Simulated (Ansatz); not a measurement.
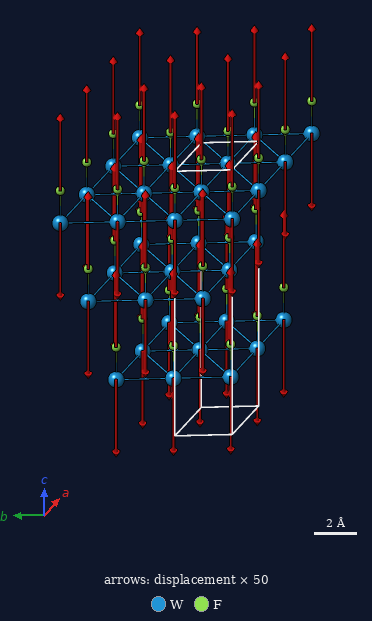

This is a relaxation of solid WF (a generated structure, set up in R3m). The starting structure is drawn; red arrows show the displacements (the part carried along by the change of the cell is left out), magnified 50 times.

A ball-and-stick model of the conventional cell (3 times the calculation's cell), repeated 3 × 3 × 1 with one cell outlined, seen from a free direction. Lengths and directions refer to the drawn axes.

The run lets cell and atoms move.

Method: Ansatz 0.2.0, Kohn-Sham DFT of a periodic cell, PBE with D3(BJ)-ATM, Ansatz PAW.

Input
```yaml
crystal:
  lattice:
    - [1.36589, 0.7886, 5.0696]
    - [-1.36589, 0.7886, 5.0696]
    - [0.0, -1.57719, 5.0696]
  atoms:
    - { symbol: W, position: [0.81412, 0.81412, 0.81412] }
    - { symbol: F, position: [0.93712, 0.93712, 0.93712] }
hamiltonian:
  xc: pbe
  pseudopotentials: { kind: paw }
  dispersion: d3bjatm
kpoints:
  mp_grid: { grid: [11, 11, 11] }
scf:
  occupations: { method: fermi_dirac, width: 0.05 }
output:
  forces: true
  stress: true
  eigenvalues: true
  write_density: true
  write_potential: true
  elf: true
  volumetric_format: npy
relax:
  f_tol: 0.01
  max_steps: 40
  cell: { stress_tol: 0.05 }
```

Launched with:
```bash
ansatz run input.yaml --threads 2 --pin off --max-ram 5632MiB --backend cpu --events-out ev --progress --plain --runs-dir out
```

**Describe the change and its energy.**

The largest moves relative to the cell, 0.090 Å, are those of W and F atoms. Largest moves by element: W 0.090 Å, F 0.090 Å. The drawn cell changes as follows: a = b 2.732 → 2.723 Å (−0.3 %), c 15.209 → 13.904 Å (−8.6 %); the volume changes by −9.2 %. Among the contacts that change: F–W 1.871 → 1.890 Å, W–W 2.732 → 2.723 Å. The space group stays R3m (No. 160). Over 7 accepted moves (9 points after the start) the energy falls by 15.8 meV per atom. Largest force component: 0.011 eV/Å at the start, 0.00025 eV/Å at the end. Pressure: −1.70 GPa at the start and −0.02 GPa at the end. The SCF was repeated twice at an unchanged geometry on a basis and grid sized afresh for the cell, which shifted the energy by 1.5 meV per atom at most.
